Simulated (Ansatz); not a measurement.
System: C2H4GeS (SMILES C1=[CH][GeH2][S]1).

```yaml
atoms:
  - { symbol: C, position_ang: [-0.6804, 0.9348, -0.5778] }
  - { symbol: C, position_ang: [0.0362, 0.7766, 0.5423] }
  - { symbol: Ge, position_ang: [0.5390, -1.0565, 0.2138] }
  - { symbol: S, position_ang: [-0.7239, -0.5192, -1.5932] }
  - { symbol: H, position_ang: [-1.2101, 1.8263, -0.9045] }
  - { symbol: H, position_ang: [0.2038, 1.5202, 1.3095] }
  - { symbol: H, position_ang: [2.0011, -1.3762, -0.1310] }
  - { symbol: H, position_ang: [-0.0735, -2.1631, 1.0851] }
```

Geometry: PBE0-D4/def2-TZVP.

Theory: Ansatz, RKS PBE0-D4/def2-TZVPP.

Q: Predict the electron density and electron localisation function between the atoms.

A: C–C (1.34 Å): ρ is about 2.3 e/Å³ halfway; the ELF peaks at about 0.90 between the atoms; a short, multiple covalent bond.
C–S (1.77 Å): ρ at the midpoint is about 1.3 e/Å³; the ELF peaks at about 0.90 between the atoms; a covalent bond.
C–Ge (1.93 Å): ρ at the midpoint is about 0.89 e/Å³; the ELF peaks at about 0.90 in the valence shell of C, 0.7 Å from its nucleus, and is about 0.60 at the midpoint.
Ge–S (2.27 Å): the density is about 0.68 e/Å³ at the midpoint; the ELF peaks at about 0.85 in the valence shell of S, 0.9 Å from its nucleus, and is about 0.75 at the midpoint.

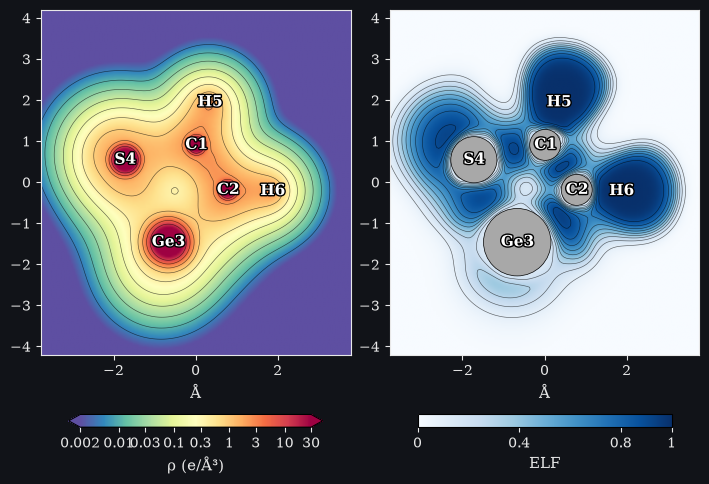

Computed electron density and electron localisation function on the plane of atoms Ge3, C2 and H6, in this order. Grey discs cover the atomic cores in the ELF map. 
